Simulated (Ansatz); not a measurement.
# Cl₃H₄NSi (built from SMILES Cl.N[SiH](Cl)Cl): a reaction path by the nudged elastic band

Aim: the minimum-energy path between two given structures and its highest point. Both ends were relaxed at PBE0-D4 in triple zeta. A second band with other settings follows.

Method: PBE0-D4/def2-SVP; program: Ansatz 0.2.0, Gaussian basis.

22 further runs of the same task are left out: 22 set aside as unsound or not needed. Runs told in other sessions of the task aren't counted.

## (1) Starting geometry

The first end: 9 atoms, charge 0, spin multiplicity 1.

Atoms are counted from 1 here; the program's logs count them from 0.

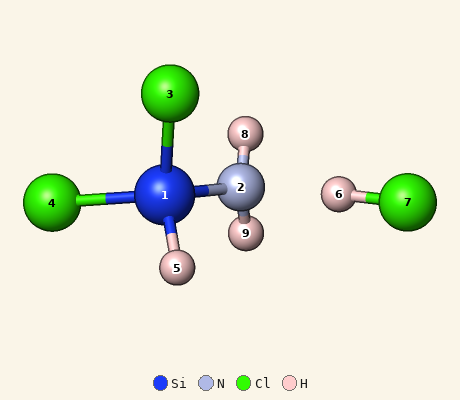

As it starts; silicon blue, nitrogen light blue, chlorine green, hydrogen pink; atoms are numbered from 1 in the order of the file.

Geometry (Å):

```xyz
9
charge 0, multiplicity 1
Si   -0.8529   -0.6637    0.2187
N     0.7497   -0.0494    0.3344
Cl   -1.1013   -1.2701   -1.7034
Cl   -1.2053   -2.2514    1.4594
H    -1.8071    0.3982    0.5706
H     0.8230    1.5189   -0.6921
Cl    0.8689    2.6451   -1.3647
H     1.4847   -0.6189   -0.0653
H     1.0404    0.2912    1.2424
```

The second end:

```xyz
9
Cl3H4NSi
Si   -0.92146    0.06442   -0.10450
N     1.10998   -0.07761    0.12589
Cl   -0.59065   -1.00781   -1.87893
Cl   -0.99632   -0.97602    1.71748
H    -2.38604    0.16682   -0.27060
H     1.57908    0.36722   -0.65726
Cl   -0.57459    2.13491   -0.08367
H     1.38630   -1.05398    0.16582
H     1.39370    0.38195    0.98587
```

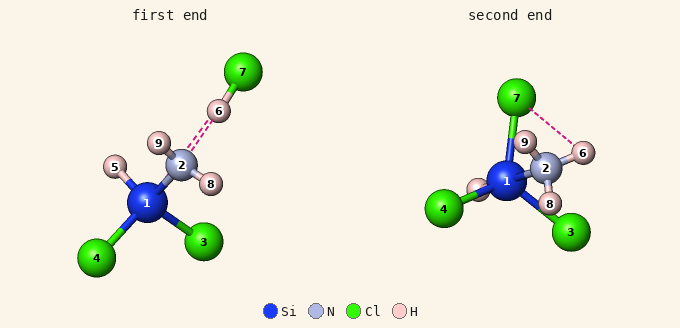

The two ends; dashed lines mark the contacts followed along the path.

## (2) The band at PBE0-D4/def2-SVP

Input file neb/in.yaml:

```yaml
crystal:
  periodic: [false, false, false]
  atoms:
    - {symbol: Si, position_ang: [-0.852863, -0.663663, 0.218720]}
    - {symbol: N, position_ang: [0.749658, -0.049397, 0.334385]}
    - {symbol: Cl, position_ang: [-1.101313, -1.270145, -1.703399]}
    - {symbol: Cl, position_ang: [-1.205278, -2.251420, 1.459446]}
    - {symbol: H, position_ang: [-1.807099, 0.398163, 0.570647]}
    - {symbol: H, position_ang: [0.822952, 1.518912, -0.692082]}
    - {symbol: Cl, position_ang: [0.868887, 2.645111, -1.364713]}
    - {symbol: H, position_ang: [1.484701, -0.618891, -0.065330]}
    - {symbol: H, position_ang: [1.040356, 0.291231, 1.242427]}
basis:
  gaussian: {orbitals: def2-SVP}
hamiltonian: {xc: pbe0, dispersion: d4}
neb:
  images: 5
  climbing: true
  max_iterations: 40
  initial_path: idpp
  final_atoms:
    - {symbol: Si, position_ang: [-0.921465, 0.064419, -0.104503]}
    - {symbol: N, position_ang: [1.109978, -0.077609, 0.125894]}
    - {symbol: Cl, position_ang: [-0.590647, -1.007810, -1.878929]}
    - {symbol: Cl, position_ang: [-0.996317, -0.976019, 1.717479]}
    - {symbol: H, position_ang: [-2.386039, 0.166816, -0.270603]}
    - {symbol: H, position_ang: [1.579075, 0.367221, -0.657258]}
    - {symbol: Cl, position_ang: [-0.574588, 2.134908, -0.083670]}
    - {symbol: H, position_ang: [1.386305, -1.053980, 0.165824]}
    - {symbol: H, position_ang: [1.393700, 0.381954, 0.985868]}
```

On the command line:

```sh
$ ansatz run in.yaml --threads 8 --pin off --events-out ev --progress --plain --max-ram 19148MiB
```

Output:

```text
Functional definition: PBE0
  name "PBE0"
  cite "Adamo & Barone, J. Chem. Phys. 110, 6158 (1999) doi:10.1063/1.478522"
  cite "Perdew, Burke & Ernzerhof, Phys. Rev. Lett. 77, 3865 (1996) doi:10.1103/PhysRevLett.77.3865"
  parent pbe
  parameter a = 0.25
  parameter kappa = 0.804
  parameter beta = 0.06672455060314922
  exchange = (1 - a)*pbe_x(kappa = kappa, mu = beta*pi^2/3) + a*exact_x
  correlation = pbe_c(beta = beta)
1064 factors; integrals over basis functions are off by at most 3.8e-4 eV
mean field evaluation 1: about -46967.7058 eV, gradient 4.6e1 eV
mean field evaluation 2: about -46963.7259 eV, gradient 6.1e1 eV
mean field evaluation 4: about -46971.8433 eV, gradient 1.7e0 eV
mean field evaluation 8: about -46971.8614 eV, gradient 8.9e-2 eV
mean field evaluation 16: about -46971.8614 eV, gradient 3.2e-5 eV
mean field -46971.86143189 eV, -1726.1840689506 hartree, gradient 3.2e-5 eV, S^2 0.000000; 0 other end points of the search recorded, 0 dependent functions left out
the calculation of the forces begins
reference -46971.86145591 eV, -1726.1840698336 hartree; 38, 38 occupied and 68, 68 virtual orbitals, 1064 factors
[... from here to the last solve, the lines of the solves are left out (125 solves) ...]
WARN: NEB end point (image 0): max|allowed force component| = 3.108e-1 eV/Å (the criterion of neb.relax_end_points is 1.000e-2). That is over neb.f_tol: it is no minimum, so the barrier can be far off. Relax it first
WARN: NEB end point (image 6): max|allowed force component| = 2.802e-1 eV/Å (the criterion of neb.relax_end_points is 1.000e-2). That is over neb.f_tol: it is no minimum, so the barrier can be far off. Relax it first
NEB iter   1: max|band force component| = 3.715e0 eV/Å  barrier→ = 2.0179 eV  barrier← = 2.4328 eV  Δτ_max = 0.2000 Å  (178 SCF iters)
NEB iter   2: max|band force component| = 1.826e0 eV/Å  barrier→ = 0.9150 eV  barrier← = 1.3299 eV  Δτ_max = 0.2000 Å  (143 SCF iters)
NEB iter   3: max|band force component| = 5.730e0 eV/Å  barrier→ = 0.7850 eV  barrier← = 1.1998 eV  Δτ_max = 0.1003 Å  (141 SCF iters)
NEB iter   4: max|band force component| = 1.138e0 eV/Å  barrier→ = 0.6255 eV  barrier← = 1.0404 eV  Δτ_max = 0.1915 Å  (144 SCF iters)
NEB iter   5: max|band force component| = 6.386e-1 eV/Å  barrier→ = 0.5163 eV  barrier← = 0.9311 eV  Δτ_max = 0.2000 Å  (136 SCF iters)
NEB iter   6: max|band force component| = 8.608e-1 eV/Å  barrier→ = 0.4056 eV  barrier← = 0.8204 eV  Δτ_max = 0.1001 Å  (138 SCF iters)
NEB iter   7: max|band force component| = 5.194e-1 eV/Å  barrier→ = 0.2983 eV  barrier← = 0.7131 eV  Δτ_max = 0.1000 Å  (137 SCF iters)
NEB iter   8: max|band force component| = 4.381e-1 eV/Å  barrier→ = 0.2975 eV  barrier← = 0.7124 eV  CI = image 2  Δτ_max = 0.2000 Å  (131 SCF iters)
NEB iter   9: max|band force component| = 1.176e0 eV/Å  barrier→ = 0.4172 eV  barrier← = 0.8320 eV  CI = image 2  Δτ_max = 0.0823 Å  (139 SCF iters)
NEB iter  10: max|band force component| = 6.532e-1 eV/Å  barrier→ = 0.4192 eV  barrier← = 0.8341 eV  CI = image 2  Δτ_max = 0.0570 Å  (133 SCF iters)
NEB iter  11: max|band force component| = 3.622e-1 eV/Å  barrier→ = 0.4064 eV  barrier← = 0.8213 eV  CI = image 2  Δτ_max = 0.0412 Å  (123 SCF iters)
NEB iter  12: max|band force component| = 8.993e-2 eV/Å  barrier→ = 0.4031 eV  barrier← = 0.8179 eV  CI = image 2  Δτ_max = 0.0283 Å  (123 SCF iters)
NEB iter  13: max|band force component| = 6.653e-2 eV/Å  barrier→ = 0.4000 eV  barrier← = 0.8149 eV  CI = image 2  Δτ_max = 0.0142 Å  (119 SCF iters)
NEB iter  14: max|band force component| = 5.815e-2 eV/Å  barrier→ = 0.3986 eV  barrier← = 0.8135 eV  CI = image 2  Δτ_max = 0.0142 Å  (121 SCF iters)
NEB iter  15: max|band force component| = 3.995e-2 eV/Å  barrier→ = 0.3977 eV  barrier← = 0.8126 eV  CI = image 2  Δτ_max = 0.0141 Å  (123 SCF iters)
NEB iter  16: max|band force component| = 4.050e-2 eV/Å  barrier→ = 0.3970 eV  barrier← = 0.8119 eV  CI = image 2  Δτ_max = 0.0264 Å  (24 SCF iters)
NEB iter  17: max|band force component| = 5.470e-2 eV/Å  barrier→ = 0.3963 eV  barrier← = 0.8112 eV  CI = image 2  Δτ_max = 0.0132 Å  (29 SCF iters)
NEB iter  18: max|band force component| = 6.334e-2 eV/Å  barrier→ = 0.3959 eV  barrier← = 0.8108 eV  CI = image 2  Δτ_max = 0.0066 Å  (121 SCF iters)
NEB iter  19: max|band force component| = 3.714e-2 eV/Å  barrier→ = 0.3958 eV  barrier← = 0.8107 eV  CI = image 2  Δτ_max = 0.0132 Å  (217 SCF iters)
1066 factors; integrals over basis functions are off by at most 1.0e-3 eV
mean field -46971.70026846 eV, -1726.1781463041 hartree, gradient 2.6e-6 eV, S^2 0.000000; 0 other end points of the search recorded, 0 dependent functions left out
the calculation of the forces begins
reference -46971.70029088 eV, -1726.1781471278 hartree; 38, 38 occupied and 68, 68 virtual orbitals, 1066 factors
NEB iter  20: max|band force component| = 4.571e-2 eV/Å  barrier→ = 0.3956 eV  barrier← = 0.8104 eV  CI = image 2  CI's point: of a kind that is not told: the force calls were inconclusive, a negative curvature could not be distinguished from the path's own, the only one lies far off the path, or fixed occupations may fill a level only in part  Δτ_max = 0.0000 Å  (695 SCF iters)
Total energy: -46971.69235533 eV, -1726.1778555018 hartree
Atom 0 at    -0.858226    -0.239968     0.023913 Å, force     0.010533    -0.001836    -0.018622 eV/Å
Atom 1 at     0.949848    -0.057061     0.313163 Å, force     0.002939     0.014728     0.015126 eV/Å
Atom 2 at    -1.104079    -1.054151    -1.824026 Å, force    -0.002592    -0.003448     0.004217 eV/Å
Atom 3 at    -1.283914    -1.774550     1.366017 Å, force    -0.001808     0.004085     0.001128 eV/Å
Atom 4 at    -1.678300     0.891521     0.462309 Å, force    -0.003682    -0.005037     0.005168 eV/Å
Atom 5 at     1.040753     0.924169    -0.312043 Å, force    -0.007541     0.002250    -0.013351 eV/Å
Atom 6 at     0.234264     2.073678    -1.246960 Å, force     0.005018     0.000970     0.002437 eV/Å
Atom 7 at     1.496141    -0.828034    -0.078542 Å, force    -0.009358     0.001745     0.000132 eV/Å
Atom 8 at     1.203515     0.064298     1.296270 Å, force     0.006491    -0.013457     0.003765 eV/Å
Dipole moment:     0.469012    -0.654624     0.687887 e Å
```

It took 2.2 min on 8 threads of Arm Neoverse V1, shared host.

The last band:

| image | path (Å) | energy (kJ/mol) | Si1–Cl7 (Å) | N2–H6 (Å) | Si1–N2 (Å) | H6–Cl7 (Å) |
| --- | --- | --- | --- | --- | --- | --- |
| 0 | 0.00 | 0.0 | 4.05 | 1.88 | 1.72 | 1.31 |
| 1 | 0.79 | 1.0 | 3.48 | 1.76 | 1.74 | 1.33 |
| 2 | 1.58 | 38.2 | 2.86 | 1.17 | 1.84 | 1.69 |
| 3 | 2.32 | 1.9 | 2.29 | 1.03 | 1.93 | 2.16 |
| 4 | 3.06 | -11.6 | 2.18 | 1.02 | 2.00 | 2.42 |
| 5 | 3.79 | -29.9 | 2.14 | 1.02 | 2.06 | 2.57 |
| 6 | 4.53 | -40.0 | 2.10 | 1.02 | 2.05 | 2.84 |

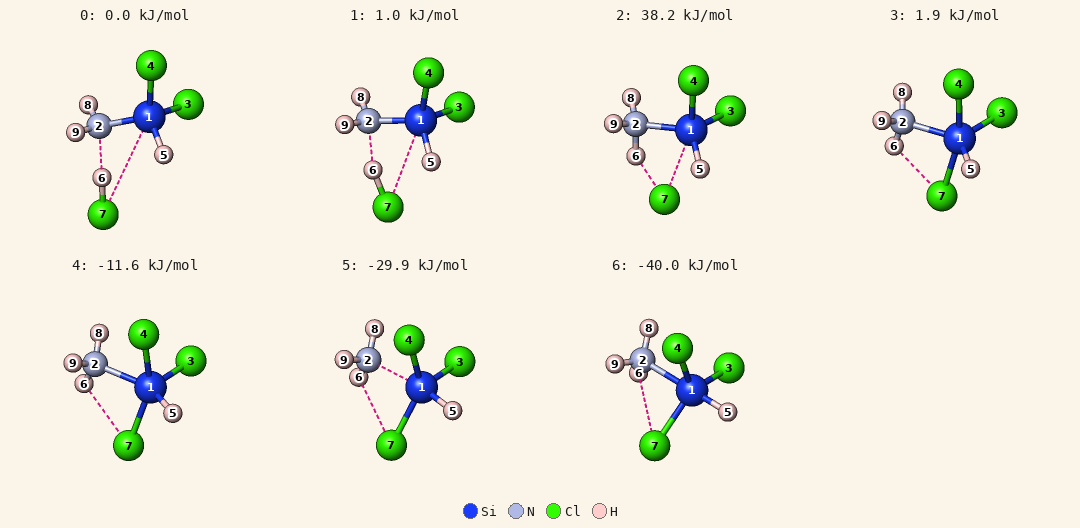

The images of the last band.

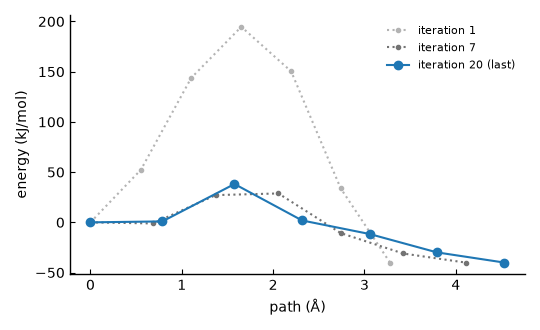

Energy along the path.

The highest image, 2:

```
Si   -0.85823   -0.23997    0.02391
N     0.94985   -0.05706    0.31316
Cl   -1.10408   -1.05415   -1.82403
Cl   -1.28391   -1.77455    1.36602
H    -1.67830    0.89152    0.46231
H     1.04075    0.92417   -0.31204
Cl    0.23426    2.07368   -1.24696
H     1.49614   -0.82803   -0.07854
H     1.20351    0.06430    1.29627
```

## (3) The band at PBE0-D4/def2-SVP, other settings

Changes to neb/in.yaml since step 2:

```diff
@@ -16,6 +16,7 @@
 neb:
-  images: 5
+  images: 7
   climbing: true
-  max_iterations: 40
+  max_iterations: 60
   initial_path: idpp
+  f_tol: 0.02
   final_atoms:
```

On the command line:

```sh
$ ansatz run in.yaml --threads 8 --pin off --events-out ev --progress --plain --max-ram 19148MiB
```

Output:

```text
[... 10 set-up lines as earlier in the session ...]
1064 factors; integrals over basis functions are off by at most 3.8e-4 eV
mean field evaluation 1: about -46967.7058 eV, gradient 4.6e1 eV
mean field evaluation 2: about -46963.7259 eV, gradient 6.1e1 eV
mean field evaluation 4: about -46971.8433 eV, gradient 1.7e0 eV
mean field evaluation 8: about -46971.8614 eV, gradient 8.9e-2 eV
mean field evaluation 16: about -46971.8614 eV, gradient 3.2e-5 eV
mean field -46971.86143189 eV, -1726.1840689506 hartree, gradient 3.2e-5 eV, S^2 0.000000; 0 other end points of the search recorded, 0 dependent functions left out
the calculation of the forces begins
reference -46971.86145591 eV, -1726.1840698336 hartree; 38, 38 occupied and 68, 68 virtual orbitals, 1064 factors
[... from here to the last solve, the lines of the solves are left out (153 solves) ...]
WARN: NEB end point (image 0): max|allowed force component| = 3.108e-1 eV/Å (the criterion of neb.relax_end_points is 1.000e-2). That is over neb.f_tol: it is no minimum, so the barrier can be far off. Relax it first
WARN: NEB end point (image 8): max|allowed force component| = 2.802e-1 eV/Å (the criterion of neb.relax_end_points is 1.000e-2). That is over neb.f_tol: it is no minimum, so the barrier can be far off. Relax it first
NEB iter   1: max|band force component| = 3.633e0 eV/Å  barrier→ = 2.0214 eV  barrier← = 2.4362 eV  Δτ_max = 0.2000 Å  (231 SCF iters)
NEB iter   2: max|band force component| = 1.907e0 eV/Å  barrier→ = 0.9210 eV  barrier← = 1.3359 eV  Δτ_max = 0.2000 Å  (195 SCF iters)
NEB iter   3: max|band force component| = 5.375e0 eV/Å  barrier→ = 0.7863 eV  barrier← = 1.2012 eV  Δτ_max = 0.1003 Å  (197 SCF iters)
NEB iter   4: max|band force component| = 1.031e0 eV/Å  barrier→ = 0.6274 eV  barrier← = 1.0423 eV  Δτ_max = 0.1889 Å  (191 SCF iters)
NEB iter   5: max|band force component| = 7.197e-1 eV/Å  barrier→ = 0.5172 eV  barrier← = 0.9321 eV  Δτ_max = 0.2000 Å  (190 SCF iters)
NEB iter   6: max|band force component| = 8.274e-1 eV/Å  barrier→ = 0.4068 eV  barrier← = 0.8217 eV  Δτ_max = 0.1003 Å  (192 SCF iters)
NEB iter   7: max|band force component| = 6.451e-1 eV/Å  barrier→ = 0.4352 eV  barrier← = 0.8501 eV  Δτ_max = 0.1003 Å  (190 SCF iters)
NEB iter   8: max|band force component| = 3.998e-1 eV/Å  barrier→ = 0.4504 eV  barrier← = 0.8652 eV  CI = image 3  Δτ_max = 0.1332 Å  (189 SCF iters)
NEB iter   9: max|band force component| = 2.195e-1 eV/Å  barrier→ = 0.4168 eV  barrier← = 0.8317 eV  CI = image 3  Δτ_max = 0.1948 Å  (188 SCF iters)
NEB iter  10: max|band force component| = 3.832e-1 eV/Å  barrier→ = 0.4006 eV  barrier← = 0.8155 eV  CI = image 3  Δτ_max = 0.0676 Å  (190 SCF iters)
NEB iter  11: max|band force component| = 4.522e-1 eV/Å  barrier→ = 0.4060 eV  barrier← = 0.8209 eV  CI = image 3  Δτ_max = 0.0595 Å  (184 SCF iters)
NEB iter  12: max|band force component| = 1.388e-1 eV/Å  barrier→ = 0.3979 eV  barrier← = 0.8127 eV  CI = image 3  Δτ_max = 0.0302 Å  (188 SCF iters)
NEB iter  13: max|band force component| = 5.189e-2 eV/Å  barrier→ = 0.3969 eV  barrier← = 0.8117 eV  CI = image 3  Δτ_max = 0.0121 Å  (182 SCF iters)
NEB iter  14: max|band force component| = 2.984e-2 eV/Å  barrier→ = 0.3964 eV  barrier← = 0.8113 eV  CI = image 3  Δτ_max = 0.0135 Å  (153 SCF iters)
NEB iter  15: max|band force component| = 2.145e-2 eV/Å  barrier→ = 0.3960 eV  barrier← = 0.8109 eV  CI = image 3  Δτ_max = 0.0143 Å  (160 SCF iters)
1066 factors; integrals over basis functions are off by at most 1.1e-3 eV
mean field -46971.62934465 eV, -1726.1755399019 hartree, gradient 2.8e-6 eV, S^2 0.000000; 0 other end points of the search recorded, 0 dependent functions left out
the calculation of the forces begins
reference -46971.62936688 eV, -1726.1755407191 hartree; 38, 38 occupied and 68, 68 virtual orbitals, 1066 factors
NEB iter  16: max|band force component| = 1.627e-2 eV/Å  barrier→ = 0.3958 eV  barrier← = 0.8107 eV  CI = image 3  CI's point: of a kind that is not told: the force calls were inconclusive, a negative curvature could not be distinguished from the path's own, the only one lies far off the path, or fixed occupations may fill a level only in part  Δτ_max = 0.0000 Å  (1011 SCF iters)
Total energy: -46971.69212305 eV, -1726.1778469656 hartree
Atom 0 at    -0.858625    -0.232933     0.024351 Å, force     0.000407    -0.002158     0.002156 eV/Å
Atom 1 at     0.951326    -0.063580     0.309503 Å, force    -0.002889     0.012512     0.014946 eV/Å
Atom 2 at    -1.120563    -1.040363    -1.824251 Å, force     0.002512     0.002784     0.002425 eV/Å
Atom 3 at    -1.290165    -1.771161     1.361034 Å, force     0.000701     0.000559     0.003089 eV/Å
Atom 4 at    -1.669893     0.899714     0.476548 Å, force    -0.001769    -0.000033    -0.006677 eV/Å
Atom 5 at     1.048178     0.912380    -0.325178 Å, force     0.002484    -0.005578    -0.005938 eV/Å
Atom 6 at     0.244916     2.072807    -1.245947 Å, force    -0.000016    -0.002601     0.001431 eV/Å
Atom 7 at     1.489386    -0.847694    -0.066884 Å, force    -0.001215     0.003576    -0.012322 eV/Å
Atom 8 at     1.205440     0.070729     1.290926 Å, force    -0.000213    -0.009060     0.000891 eV/Å
Dipole moment:     0.468041    -0.652072     0.684155 e Å
```

Wall time 2.4 min (8 threads of Arm Neoverse V1, shared host).

The last band:

| image | path (Å) | energy (kJ/mol) | Si1–Cl7 (Å) | N2–H6 (Å) | Si1–N2 (Å) | H6–Cl7 (Å) |
| --- | --- | --- | --- | --- | --- | --- |
| 0 | 0.00 | 0.0 | 4.05 | 1.88 | 1.72 | 1.31 |
| 1 | 0.54 | -1.5 | 3.72 | 1.85 | 1.74 | 1.32 |
| 2 | 1.08 | 10.1 | 3.23 | 1.60 | 1.76 | 1.37 |
| 3 | 1.62 | 38.2 | 2.85 | 1.17 | 1.84 | 1.69 |
| 4 | 2.22 | 9.3 | 2.36 | 1.04 | 1.91 | 2.05 |
| 5 | 2.82 | -7.4 | 2.20 | 1.02 | 1.97 | 2.39 |
| 6 | 3.42 | -18.0 | 2.16 | 1.02 | 2.02 | 2.48 |
| 7 | 4.01 | -34.0 | 2.13 | 1.02 | 2.07 | 2.61 |
| 8 | 4.61 | -40.0 | 2.10 | 1.02 | 2.05 | 2.84 |

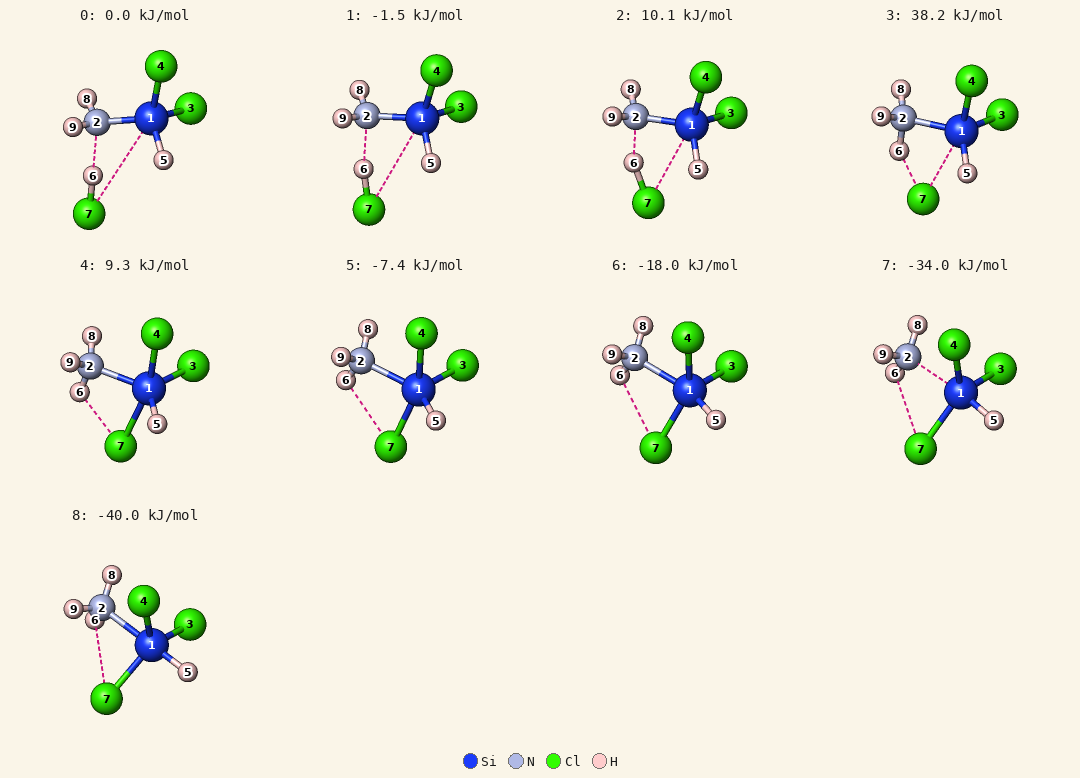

The images of the last band.

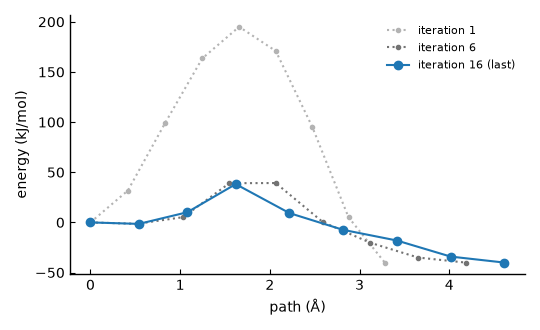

Energy along the path.

The highest image, 3:

```
Si   -0.8586   -0.2329    0.0244
N     0.9513   -0.0636    0.3095
Cl   -1.1206   -1.0404   -1.8243
Cl   -1.2902   -1.7712    1.3610
H    -1.6699    0.8997    0.4765
H     1.0482    0.9124   -0.3252
Cl    0.2449    2.0728   -1.2459
H     1.4894   -0.8477   -0.0669
H     1.2054    0.0707    1.2909
```

## (4) What came out

```
                                                                       quantity                                                 value
                                                PBE0-D4/def2-SVP, 20 iterations  highest 38.2 kJ/mol (image 2), last end -40.0 kJ/mol
                                                PBE0-D4/def2-SVP, 16 iterations  highest 38.2 kJ/mol (image 3), last end -40.0 kJ/mol
from earlier runs: barrier over the separately found saddle, CCSD(T)/def2-TZVPP                                           57.2 kJ/mol
```

In words: The highest image lies 38.2 kJ/mol above the first end, and it climbed, so it estimates the saddle. The ends are not quite minima at this level (largest force component 0.31 eV/Å), so the heights are unreliable: relaxing the first end would lower it and raise the barrier above it. The highest image is 19.1 kJ/mol below the CCSD(T) barrier in triple zeta, which comes from separate runs on the saddle. The second band's highest image lies at 38.2 kJ/mol, at the same level with other band settings.
